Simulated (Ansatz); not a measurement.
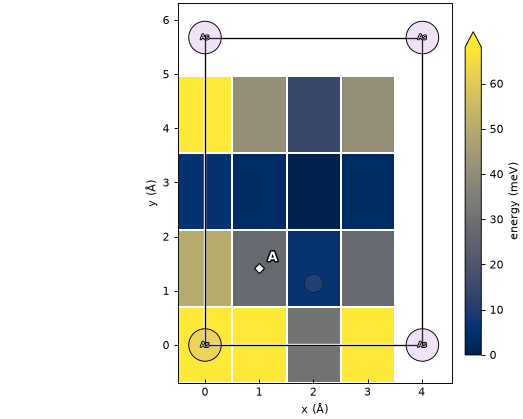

CO on a GaAs(110) slab cut from the F-43m phase, its upper half relaxed before the scan (6 atoms of substrate and one adsorbate in a 1 × 1 cell). CO (O end down) is moved over the surface cell at a fixed height above a rigid substrate; the origin of the map has the adsorbate above As6; the height is held at 2.90 Å. Places are given modulo a cell vector. The map is drawn in real space over the plane of the surface. Grid: 4 × 4 points; 12 points were computed and 4 follow by symmetry. Energies are in meV, from the lowest grid point. With one adsorbate in each 1 × 1 cell, its nearest image is 4.0 Å away, so neighbouring adsorbates interact. At a fixed height the lowest place need not be the adsorption site. Level of theory: DFT PBE+D3(BJ), scalar-relativistic, plane waves, PAW in Ansatz 0.2.0. Settings: cutoff 420 eV, k-mesh 7×5×1, gaussian smearing 0.05 eV, no spin polarisation.

Drawn: one coloured cell a grid point, labelled circles for the atoms of the top layer and small ones for the second layer, the outline of one cell of the plane, one colour for all values above the top of the scale, the point A.

> Which way does the force act at A, and how strong is it?

A, at (1/4, 1/4) of the cell vectors, is not a stationary point. The computed force is 0.059 eV/Å in the plane, pointing up and right in the picture (components 0.034 and 0.048 eV/Å).

PAW datasets: the set soft_1.
